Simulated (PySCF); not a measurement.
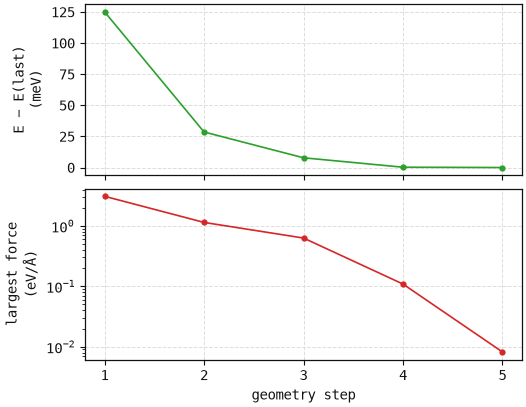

History of a geometry optimisation.

The run: ZnO, by PySCF 2.14.0, density fitting, PBE0-D3(BJ)/def2-SVP, geometry optimisation.

**How did it end, and what did it gain?**

The optimisation met its thresholds at geometry 5, counting the start as the first. The energy fell by about 130 meV from the first step to the last. The largest force goes from about 3.1 eV/Å at the start to 8 × 10⁻³ eV/Å at the end.
